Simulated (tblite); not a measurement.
# Geometry relaxation, with input and output: CH6FSi3 (part 2 of 2)

The same run, continued: CH6FSi3, multiplicity 2, SMILES F[SiH]1[SiH2][CH][SiH2]1; GFN2-xTB geometry optimisation, gas phase (tblite 0.8.0). It belongs to a series of runs on one base structure; here: H removed from sp3 C.

Geometry of the input (Å):
```
F  0.2190  2.5830  -0.8567
Si 0.1189  1.0176  -1.1391
Si 1.3453  -0.2782  0.2955
C  -0.1192  -1.1686  0.7986
Si -1.3856  -0.1017  0.1566
H  0.1726  0.6619  -2.5828
H  2.3176  -1.1601  -0.3850
H  1.9496  0.4581  1.4395
H  -0.2007  -1.8527  1.6462
H  -2.0142  0.7060  1.2318
H  -2.3978  -0.8626  -0.6306
```

### Trajectory as extended XYZ, continued
```
11
Properties=species:S:1:pos:R:3:forces:R:3 step=37 energy=-409.62894
F     0.2308    2.5679   -0.8899    0.0050  -0.0160   0.0590
Si    0.1063    0.9556   -1.1158    0.0490  -0.0010   0.0470
Si    1.4971   -0.3330    0.2959    0.0270   0.0160  -0.0380
C    -0.1154   -1.0247    0.9449    0.0270   0.0260  -0.0010
Si   -1.5518   -0.1069    0.1639   -0.0060   0.0000   0.0120
H     0.1918    0.9819   -2.5755   -0.0220  -0.0590  -0.0150
H     2.4180   -1.3279   -0.2790    0.0280   0.0160   0.0210
H     2.2930    0.4334    1.2748   -0.0300  -0.0260  -0.0580
H    -0.2017   -1.8490    1.6401   -0.0120   0.0380   0.0020
H    -2.3831    0.6896    1.0815   -0.0440  -0.0240   0.0080
H    -2.4795   -0.9843   -0.5667   -0.0210   0.0290  -0.0370
11
Properties=species:S:1:pos:R:3:forces:R:3 step=39 energy=-409.63071
F     0.2344    2.5659   -0.8772    0.0100  -0.0250   0.0590
Si    0.1086    0.9550   -1.1165    0.0210   0.0080   0.0740
Si    1.4988   -0.3400    0.2900   -0.0320   0.0330  -0.0620
C    -0.1105   -1.0179    0.9521   -0.0820   0.0220  -0.0040
Si   -1.5513   -0.1082    0.1659   -0.0290   0.0080   0.0250
H     0.1904    0.9971   -2.5747   -0.0210  -0.0640  -0.0400
H     2.4115   -1.3389   -0.2783    0.0850  -0.0420  -0.0150
H     2.2969    0.4312    1.2552    0.0180   0.0280  -0.0030
H    -0.2032   -1.8322    1.6582    0.0120   0.0320   0.0050
H    -2.4018    0.6829    1.0773   -0.0030  -0.0660  -0.0310
H    -2.4682   -0.9923   -0.5778    0.0210   0.0660  -0.0080
11
Properties=species:S:1:pos:R:3:forces:R:3 step=41 energy=-409.63517
F     0.2462    2.5572   -0.8356    0.0230  -0.0130   0.0470
Si    0.1158    0.9537   -1.1147   -0.0610   0.0320  -0.0320
Si    1.4987   -0.3558    0.2673   -0.0830  -0.0330  -0.0410
C    -0.1060   -1.0032    0.9662   -0.1780  -0.0140   0.0360
Si   -1.5517   -0.1091    0.1736   -0.0510   0.0110  -0.0020
H     0.1843    1.0320   -2.5766   -0.0300  -0.0650   0.0360
H     2.3997   -1.3714   -0.2791    0.1290  -0.0960  -0.0510
H     2.3064    0.4281    1.2030    0.0880   0.1080   0.0760
H    -0.2059   -1.7801    1.7148    0.0570   0.0600  -0.0330
H    -2.4512    0.6558    1.0656    0.0430  -0.1010  -0.0580
H    -2.4309   -1.0045   -0.6104    0.0640   0.1110   0.0230
11
Properties=species:S:1:pos:R:3:forces:R:3 step=42 energy=-409.63880
F     0.2553    2.5496   -0.8052    0.0290   0.0040   0.0300
Si    0.1208    0.9527   -1.1133   -0.1140   0.0410  -0.1070
Si    1.4967   -0.3671    0.2495   -0.0690  -0.0880   0.0180
C    -0.1067   -0.9945    0.9730   -0.1610  -0.0420   0.0630
Si   -1.5530   -0.1097    0.1794   -0.0430   0.0190  -0.0390
H     0.1782    1.0497   -2.5774   -0.0390  -0.0550   0.0870
H     2.3975   -1.3921   -0.2809    0.1120  -0.0950  -0.0550
H     2.3103    0.4271    1.1698    0.1030   0.1240   0.0900
H    -0.2066   -1.7401    1.7540    0.0750   0.0720  -0.0570
H    -2.4821    0.6321    1.0591    0.0470  -0.0900  -0.0490
H    -2.4051   -1.0050   -0.6341    0.0600   0.1100   0.0190
11
Properties=species:S:1:pos:R:3:forces:R:3 step=44 energy=-409.64585
F     0.2708    2.5375   -0.7644    0.0250   0.0150  -0.0020
Si    0.1217    0.9516   -1.1153   -0.0980   0.0050  -0.0810
Si    1.4911   -0.3907    0.2276    0.0300  -0.0740   0.1210
C    -0.1159   -0.9849    0.9800    0.0190  -0.0470   0.0720
Si   -1.5575   -0.1117    0.1875    0.0190   0.0440  -0.0900
H     0.1668    1.0715   -2.5775   -0.0580  -0.0230   0.0780
H     2.4060   -1.4216   -0.2881    0.0030  -0.0120  -0.0110
H     2.3147    0.4298    1.1310    0.0280   0.0330  -0.0030
H    -0.2034   -1.6751    1.8103    0.0480   0.0310  -0.0480
H    -2.5196    0.5897    1.0534   -0.0090  -0.0200   0.0050
H    -2.3693   -0.9935   -0.6704   -0.0080   0.0480  -0.0430
11
Properties=species:S:1:pos:R:3:forces:R:3 step=46 energy=-409.64796
F     0.2780    2.5329   -0.7554    0.0130  -0.0130  -0.0110
Si    0.1157    0.9497   -1.1188    0.0080  -0.0160   0.0660
Si    1.4906   -0.4049    0.2267    0.0380   0.0150   0.0830
C    -0.1193   -0.9820    0.9844    0.0540   0.0060   0.0250
Si   -1.5586   -0.1114    0.1856    0.0380   0.0210  -0.0300
H     0.1599    1.0808   -2.5737   -0.0660  -0.0110  -0.0340
H     2.4141   -1.4314   -0.2934   -0.0460   0.0250   0.0210
H     2.3153    0.4324    1.1212   -0.0070  -0.0180  -0.0480
H    -0.1995   -1.6508    1.8302    0.0090  -0.0270  -0.0110
H    -2.5300    0.5721    1.0546   -0.0130  -0.0050   0.0010
H    -2.3608   -0.9846   -0.6873   -0.0270   0.0230  -0.0600
11
Properties=species:S:1:pos:R:3:forces:R:3 step=47 energy=-409.64869
F     0.2766    2.5338   -0.7588    0.0150  -0.0110  -0.0110
Si    0.1159    0.9495   -1.1173    0.0050  -0.0080   0.0490
Si    1.4921   -0.4021    0.2296    0.0210   0.0050   0.0620
C    -0.1176   -0.9819    0.9839    0.0250   0.0210  -0.0020
Si   -1.5578   -0.1103    0.1838    0.0240   0.0130  -0.0120
H     0.1592    1.0754   -2.5729   -0.0620  -0.0100  -0.0300
H     2.4147   -1.4275   -0.2915   -0.0340   0.0130   0.0150
H     2.3153    0.4322    1.1243    0.0110   0.0050  -0.0260
H    -0.1994   -1.6584    1.8221    0.0070  -0.0430   0.0140
H    -2.5270    0.5760    1.0550    0.0010  -0.0140  -0.0080
H    -2.3665   -0.9838   -0.6843   -0.0130   0.0290  -0.0510
11
Properties=species:S:1:pos:R:3:forces:R:3 step=49 energy=-409.65032
F     0.2780    2.5338   -0.7578    0.0180  -0.0150  -0.0260
Si    0.1153    0.9491   -1.1123    0.0360   0.0100  -0.0070
Si    1.4962   -0.4011    0.2374   -0.0220   0.0060  -0.0050
C    -0.1146   -0.9776    0.9863   -0.0270   0.0240  -0.0320
Si   -1.5552   -0.1059    0.1783   -0.0290  -0.0370   0.0490
H     0.1487    1.0611   -2.5707   -0.0510   0.0050  -0.0010
H     2.4181   -1.4238   -0.2871   -0.0220  -0.0030   0.0090
H     2.3193    0.4350    1.1232    0.0480   0.0440   0.0210
H    -0.1971   -1.6686    1.8115   -0.0120  -0.0560   0.0380
H    -2.5277    0.5753    1.0535    0.0310  -0.0230  -0.0210
H    -2.3757   -0.9747   -0.6882    0.0300   0.0430  -0.0260
11
Properties=species:S:1:pos:R:3:forces:R:3 step=51 energy=-409.65203
F     0.2850    2.5324   -0.7497    0.0190  -0.0050  -0.0450
Si    0.1161    0.9502   -1.1090    0.0540  -0.0170  -0.0480
Si    1.4970   -0.4046    0.2439   -0.0140   0.0450  -0.0110
C    -0.1157   -0.9726    0.9925   -0.0020  -0.0420   0.0220
Si   -1.5533   -0.1039    0.1771   -0.0230  -0.0710   0.0540
H     0.1300    1.0543   -2.5710   -0.0390   0.0250   0.0510
H     2.4163   -1.4289   -0.2834   -0.0250   0.0020   0.0140
H     2.3303    0.4430    1.1132    0.0210   0.0160   0.0030
H    -0.1942   -1.6698    1.8167   -0.0330   0.0080  -0.0280
H    -2.5350    0.5640    1.0473    0.0040   0.0080   0.0130
H    -2.3711   -0.9615   -0.7035    0.0380   0.0290  -0.0280
11
Properties=species:S:1:pos:R:3:forces:R:3 step=52 energy=-409.65333
F     0.2914    2.5302   -0.7454    0.0200   0.0040  -0.0470
Si    0.1182    0.9498   -1.1085    0.0440  -0.0330  -0.0390
Si    1.4962   -0.4073    0.2471    0.0010   0.0660   0.0090
C    -0.1169   -0.9709    0.9976    0.0230  -0.0860   0.0650
Si   -1.5526   -0.1057    0.1794    0.0000  -0.0690   0.0310
H     0.1163    1.0575   -2.5707   -0.0330   0.0280   0.0590
H     2.4111   -1.4347   -0.2817   -0.0190   0.0050   0.0150
H     2.3387    0.4488    1.1041   -0.0070  -0.0150  -0.0200
H    -0.1936   -1.6662    1.8265   -0.0360   0.0570  -0.0780
H    -2.5415    0.5545    1.0431   -0.0210   0.0280   0.0360
H    -2.3620   -0.9534   -0.7173    0.0290   0.0150  -0.0310
11
Properties=species:S:1:pos:R:3:forces:R:3 step=54 energy=-409.65668
F     0.3092    2.5223   -0.7477    0.0180   0.0200  -0.0270
Si    0.1269    0.9426   -1.1091    0.0000  -0.0200   0.0180
Si    1.4949   -0.4095    0.2584    0.0210   0.0480   0.0330
C    -0.1173   -0.9743    1.0068    0.0350  -0.0990   0.0780
Si   -1.5503   -0.1167    0.1883    0.0270  -0.0230  -0.0240
H     0.0787    1.0703   -2.5667   -0.0190   0.0080   0.0180
H     2.3991   -1.4420   -0.2769    0.0100   0.0010   0.0070
H     2.3556    0.4610    1.0873   -0.0390  -0.0420  -0.0360
H    -0.1953   -1.6557    1.8483   -0.0210   0.0860  -0.0960
H    -2.5537    0.5324    1.0412   -0.0440   0.0350   0.0460
H    -2.3424   -0.9277   -0.7558    0.0120  -0.0120  -0.0160
11
Properties=species:S:1:pos:R:3:forces:R:3 step=56 energy=-409.65776
F     0.3159    2.5191   -0.7558    0.0150   0.0160  -0.0140
Si    0.1311    0.9372   -1.1091   -0.0080   0.0150   0.0290
Si    1.4961   -0.4082    0.2640    0.0020  -0.0100  -0.0040
C    -0.1155   -0.9813    1.0050   -0.0020  -0.0170  -0.0020
Si   -1.5494   -0.1224    0.1914    0.0060   0.0100  -0.0090
H     0.0643    1.0705   -2.5643   -0.0170  -0.0050  -0.0060
H     2.4018   -1.4372   -0.2753    0.0160  -0.0030   0.0040
H     2.3550    0.4625    1.0880   -0.0060  -0.0030  -0.0010
H    -0.1974   -1.6505    1.8512   -0.0100   0.0080  -0.0070
H    -2.5541    0.5258    1.0492   -0.0100   0.0050   0.0070
H    -2.3423   -0.9129   -0.7702    0.0130  -0.0160   0.0030
11
Properties=species:S:1:pos:R:3:forces:R:3 step=57 energy=-409.65785
F     0.3163    2.5194   -0.7567    0.0140   0.0150  -0.0140
Si    0.1311    0.9373   -1.1086   -0.0030   0.0170   0.0180
Si    1.4964   -0.4081    0.2640   -0.0020  -0.0160  -0.0130
C    -0.1154   -0.9828    1.0036   -0.0080   0.0000  -0.0170
Si   -1.5493   -0.1223    0.1912    0.0000   0.0110   0.0000
H     0.0639    1.0689   -2.5644   -0.0170  -0.0050   0.0020
H     2.4036   -1.4360   -0.2755    0.0130  -0.0020   0.0060
H     2.3534    0.4621    1.0893    0.0000   0.0030   0.0040
H    -0.1977   -1.6499    1.8505   -0.0100  -0.0080   0.0080
H    -2.5534    0.5260    1.0511   -0.0010  -0.0010  -0.0020
H    -2.3432   -0.9120   -0.7704    0.0140  -0.0140   0.0060
11
Properties=species:S:1:pos:R:3:forces:R:3 step=59 energy=-409.65811
F     0.3180    2.5223   -0.7608    0.0120   0.0160  -0.0140
Si    0.1308    0.9392   -1.1063    0.0080   0.0110  -0.0200
Si    1.4968   -0.4079    0.2638   -0.0060  -0.0170  -0.0170
C    -0.1158   -0.9874    0.9993   -0.0060   0.0320  -0.0340
Si   -1.5490   -0.1207    0.1903   -0.0120   0.0070   0.0200
H     0.0611    1.0628   -2.5644   -0.0160  -0.0020   0.0320
H     2.4083   -1.4326   -0.2754    0.0060   0.0010   0.0090
H     2.3493    0.4617    1.0941    0.0010   0.0030   0.0070
H    -0.1993   -1.6513    1.8476   -0.0080  -0.0300   0.0240
H    -2.5502    0.5276    1.0553    0.0080  -0.0100  -0.0150
H    -2.3445   -0.9110   -0.7695    0.0120  -0.0090   0.0080
11
Properties=species:S:1:pos:R:3:forces:R:3 step=61 energy=-409.65863
F     0.3250    2.5302   -0.7717    0.0080   0.0090  -0.0090
Si    0.1315    0.9445   -1.1008    0.0130  -0.0010  -0.0480
Si    1.4971   -0.4081    0.2641   -0.0030   0.0040   0.0080
C    -0.1172   -0.9936    0.9940    0.0080   0.0410  -0.0240
Si   -1.5480   -0.1179    0.1901   -0.0140   0.0010   0.0240
H     0.0483    1.0534   -2.5601   -0.0100   0.0030   0.0440
H     2.4145   -1.4287   -0.2717    0.0020  -0.0050   0.0040
H     2.3468    0.4627    1.0994   -0.0170  -0.0140  -0.0030
H    -0.2041   -1.6587    1.8415    0.0030  -0.0250   0.0110
H    -2.5467    0.5294    1.0583    0.0020  -0.0120  -0.0160
H    -2.3417   -0.9105   -0.7691    0.0070  -0.0010   0.0080
11
Properties=species:S:1:pos:R:3:forces:R:3 step=63 energy=-409.65898
F     0.3319    2.5354   -0.7790    0.0080  -0.0040  -0.0020
Si    0.1329    0.9478   -1.0978    0.0020  -0.0020  -0.0100
Si    1.4973   -0.4093    0.2656    0.0020   0.0130   0.0130
C    -0.1174   -0.9925    0.9949    0.0070   0.0050   0.0060
Si   -1.5477   -0.1172    0.1915   -0.0020   0.0050   0.0030
H     0.0361    1.0526   -2.5541   -0.0050   0.0040  -0.0020
H     2.4160   -1.4303   -0.2668    0.0000  -0.0070  -0.0020
H     2.3497    0.4634    1.0967   -0.0200  -0.0130   0.0000
H    -0.2072   -1.6642    1.8383    0.0140   0.0010  -0.0110
H    -2.5497    0.5283    1.0550   -0.0110  -0.0040   0.0000
H    -2.3364   -0.9115   -0.7704    0.0050   0.0020   0.0050
11
Properties=species:S:1:pos:R:3:forces:R:3 step=64 energy=-409.65902
F     0.3327    2.5354   -0.7788    0.0080  -0.0050  -0.0010
Si    0.1331    0.9478   -1.0979    0.0000  -0.0010   0.0020
Si    1.4973   -0.4096    0.2660    0.0020   0.0070   0.0040
C    -0.1171   -0.9912    0.9960    0.0020  -0.0010   0.0080
Si   -1.5477   -0.1173    0.1919    0.0000   0.0070  -0.0010
H     0.0349    1.0540   -2.5534   -0.0050   0.0030  -0.0120
H     2.4155   -1.4315   -0.2663   -0.0020  -0.0050  -0.0020
H     2.3505    0.4632    1.0950   -0.0140  -0.0060   0.0070
H    -0.2070   -1.6639    1.8386    0.0140   0.0030  -0.0100
H    -2.5514    0.5275    1.0538   -0.0100  -0.0020   0.0020
H    -2.3352   -0.9118   -0.7709    0.0050   0.0010   0.0040
11
Properties=species:S:1:pos:R:3:forces:R:3 step=66 energy=-409.65908
F     0.3344    2.5352   -0.7783    0.0080  -0.0050   0.0000
Si    0.1330    0.9480   -1.0983    0.0000  -0.0010   0.0060
Si    1.4972   -0.4100    0.2663   -0.0010  -0.0080  -0.0170
C    -0.1168   -0.9895    0.9973   -0.0040   0.0000   0.0040
Si   -1.5477   -0.1167    0.1926    0.0030   0.0060   0.0000
H     0.0335    1.0564   -2.5536   -0.0040   0.0010  -0.0130
H     2.4146   -1.4337   -0.2659   -0.0070   0.0030   0.0010
H     2.3501    0.4623    1.0933    0.0010   0.0080   0.0190
H    -0.2057   -1.6626    1.8393    0.0090  -0.0020  -0.0020
H    -2.5546    0.5260    1.0523   -0.0070  -0.0010   0.0030
H    -2.3326   -0.9127   -0.7710    0.0030  -0.0010   0.0010
11
Properties=species:S:1:pos:R:3:forces:R:3 step=68 energy=-409.65920
F     0.3388    2.5357   -0.7806    0.0070   0.0000   0.0020
Si    0.1330    0.9488   -1.0987    0.0000  -0.0040  -0.0070
Si    1.4969   -0.4101    0.2656   -0.0030  -0.0130  -0.0270
C    -0.1169   -0.9896    0.9966   -0.0010   0.0100  -0.0030
Si   -1.5475   -0.1142    0.1935    0.0040  -0.0020   0.0030
H     0.0296    1.0568   -2.5545   -0.0020  -0.0020   0.0020
H     2.4144   -1.4344   -0.2656   -0.0080   0.0070   0.0020
H     2.3461    0.4611    1.0965    0.0110   0.0140   0.0220
H    -0.2031   -1.6628    1.8383   -0.0010  -0.0090   0.0070
H    -2.5572    0.5246    1.0529   -0.0030   0.0000   0.0040
H    -2.3288   -0.9132   -0.7699   -0.0030  -0.0030  -0.0040
11
Properties=species:S:1:pos:R:3:forces:R:3 step=69 energy=-409.65926
F     0.3414    2.5361   -0.7833    0.0070   0.0020   0.0030
Si    0.1333    0.9491   -1.0989   -0.0020  -0.0040  -0.0120
Si    1.4969   -0.4096    0.2649   -0.0020  -0.0050  -0.0180
C    -0.1169   -0.9905    0.9953    0.0030   0.0120  -0.0040
Si   -1.5473   -0.1128    0.1939    0.0030  -0.0060   0.0030
H     0.0270    1.0552   -2.5550   -0.0010  -0.0020   0.0070
H     2.4151   -1.4331   -0.2654   -0.0040   0.0050   0.0010
H     2.3431    0.4608    1.1006    0.0080   0.0080   0.0140
H    -0.2019   -1.6644    1.8366   -0.0060  -0.0080   0.0070
H    -2.5569    0.5244    1.0545   -0.0010   0.0010   0.0030
H    -2.3283   -0.9124   -0.7692   -0.0050  -0.0020  -0.0040
11
Properties=species:S:1:pos:R:3:forces:R:3 step=71 energy=-409.65930
F     0.3431    2.5362   -0.7864    0.0060   0.0000   0.0020
Si    0.1337    0.9489   -1.0994   -0.0070   0.0000  -0.0040
Si    1.4971   -0.4087    0.2644    0.0010   0.0060   0.0020
C    -0.1167   -0.9914    0.9939    0.0040   0.0040   0.0000
Si   -1.5471   -0.1124    0.1941    0.0010  -0.0050   0.0000
H     0.0249    1.0524   -2.5552    0.0010  -0.0010   0.0010
H     2.4167   -1.4305   -0.2654    0.0010  -0.0010  -0.0020
H     2.3405    0.4610    1.1059    0.0000  -0.0020   0.0000
H    -0.2013   -1.6672    1.8342   -0.0060   0.0000   0.0000
H    -2.5551    0.5247    1.0570    0.0000  -0.0010   0.0010
H    -2.3304   -0.9103   -0.7690   -0.0010  -0.0010   0.0000
```

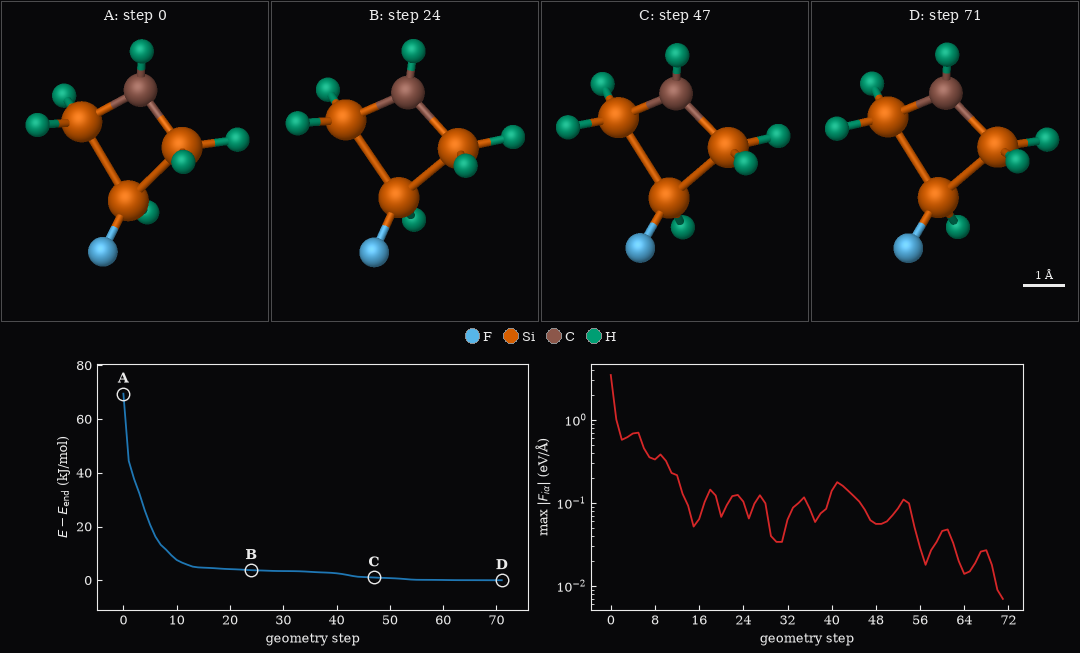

*Frames of the relaxation (ball-and-stick view, seen at a tilt) above the curves, on which the letters mark them (steps are counted from 0).*

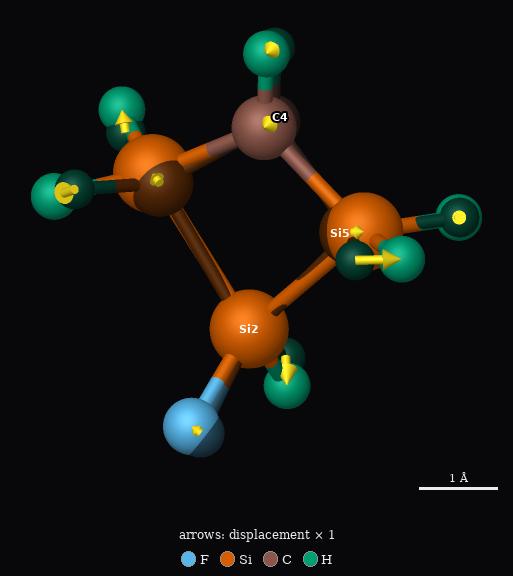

*Start (faint) and end (solid) with the displacements as yellow arrows, at true length (ball-and-stick view, seen at a tilt). The two geometries are laid on each other by the best rigid fit.*

After 71 geometry steps the energy has fallen by 69.5 kJ/mol. Largest force component: 3.5 eV/Å at the start, 0.007 eV/Å at the end. The atom that moves furthest after the best rigid fit is H10 (0.60 Å). Largest moves by element: H 0.60 Å, C 0.26 Å, Si 0.20 Å, F 0.14 Å. Distances before and after: Si2–Si5 2.279 → 2.372 Å, C4–Si5 1.776 → 1.860 Å, Si3–C4 1.786 → 1.864 Å, Si2–Si3 2.289 → 2.358 Å. Among the angles that change: F1–Si2–H6 113.9° → 97.6°, Si3–Si2–H6 117.0° → 131.2°, Si2–Si5–H10 115.1° → 127.7°. (Atoms are counted from 1 in the order of the input.)
